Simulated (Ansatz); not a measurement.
```xyz
10

W    -0.3966   -0.3680   -0.4447
H    -0.0551   -0.0214    1.1720
H     1.1441    0.1121   -0.1356
H    -0.0604    1.2045   -0.1081
H    -1.7802    0.3056    0.3056
H     0.3886   -1.7018    0.2898
O    -0.1448   -0.0715   -2.2842
H     0.3011    0.4184   -2.9578
Cl    2.2499    2.1817    2.6185
H     1.3624    1.3174    2.3214
```

Core potentials replace the inner electrons of W.

Computed with RHF/def2-SVP in Ansatz 0.2.0.

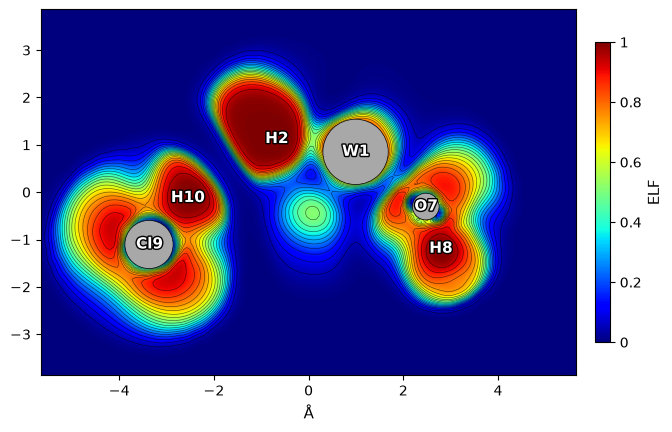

H₆OW···HCl. Electron localisation function on the plane of atoms H2, W1 and O7. Grey discs cover the atomic cores.

Question: Read the bonding off the picture.

Answer:
- The section cuts through W, H, O and Cl sites.
- H2···H10 (2.26 Å): the ELF dips to about 0 between them: a non-bonded, intermolecular contact.
- W–O (1.88 Å): the ELF peaks at about 0.85 in the valence shell of O, 0.5 Å from its nucleus, and drops to about 0.25 between the two atoms.
- O–H (0.94 Å): the ELF climbs to about 1 towards the hydrogen, as it does in any bond to H; a covalent bond by its length.
- Cl–H (1.27 Å): the ELF climbs to about 1 towards the hydrogen.
- The ELF also peaks beside Cl9, away from the bonds: lone-pair regions.
